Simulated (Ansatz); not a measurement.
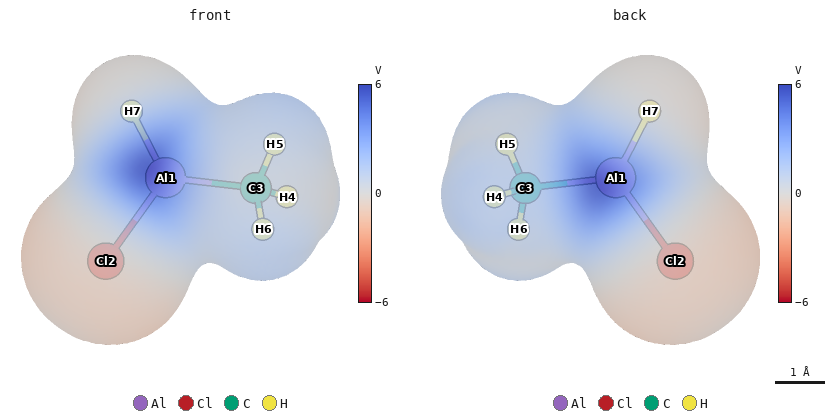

Figure. CH$_{4}$AlCl. The electrostatic potential painted on the density surface at 0.004 e/bohr³, seen from the front and from behind; red is negative and blue positive.

Computed with RKS r2SCAN/6-31G* in Ansatz 0.2.0.

```yaml
atoms:
  - { symbol: Al, position_ang: [0.0000, 0.0055, -0.0150] }
  - { symbol: Cl, position_ang: [0.0102, -0.0004, 2.1017] }
  - { symbol: C, position_ang: [1.7016, 0.0107, -0.9606] }
  - { symbol: H, position_ang: [2.0485, -1.0166, -1.1429] }
  - { symbol: H, position_ang: [1.6169, 0.4945, -1.9426] }
  - { symbol: H, position_ang: [2.4924, 0.5166, -0.3940] }
  - { symbol: H, position_ang: [-1.4338, -0.0105, -0.6923] }
```

Question: Where is the surface potential most negative and most positive?

Answer: The most negative region (about −0.8 V) lies over Cl2, the most positive (about +5.4 V) over Al1.
